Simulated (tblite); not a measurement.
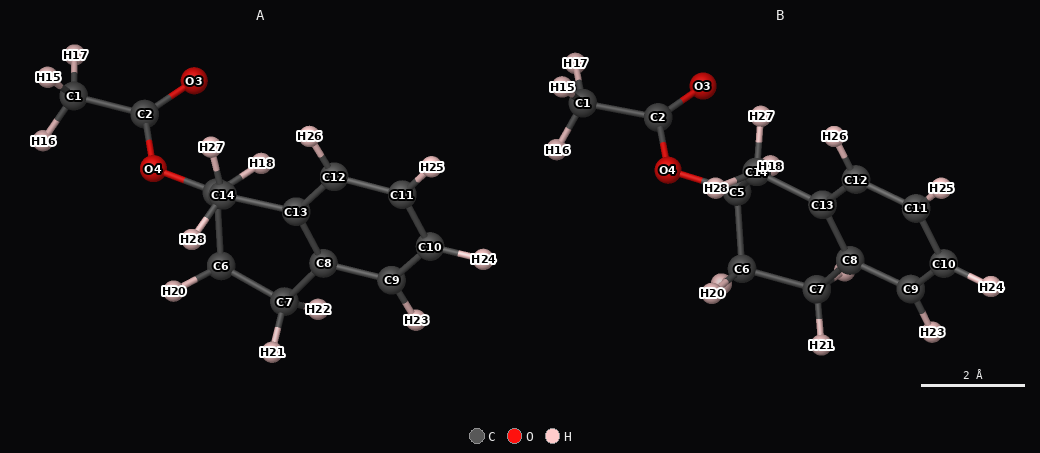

Two geometries of C$_{12}$H$_{14}$O$_{2}$, drawn at one scale. One is the start of a relaxation, the other its converged end. A ball-and-stick model, seen from a free direction.

The calculation used GFN2-xTB geometry optimisation, gas phase in tblite. 

Question: Which geometry has the lower energy?

Answer: Structure B is the relaxed one. The atom that moves furthest after the best rigid fit is an H atom (1.14 Å). By element the largest moves are H 1.14 Å, C 0.63 Å, O 0.29 Å. Near-neighbour distances that change, for instance: C–O 1.242 → 1.202 Å, C–O 1.370 → 1.336 Å, C–C 1.493 → 1.524 Å, C–H 1.115 → 1.087 Å. Among the angles between lasting bonds that change: C–C–C 104.7° → 112.2°, C–C–O 117.5° → 110.5°, C–O–C 124.9° → 118.3°. The energy falls by 0.638 eV in 118 geometry steps. The run took 1.2 s on 2 threads of Intel(R) Xeon(R) 6975P-C, with other jobs on the host.
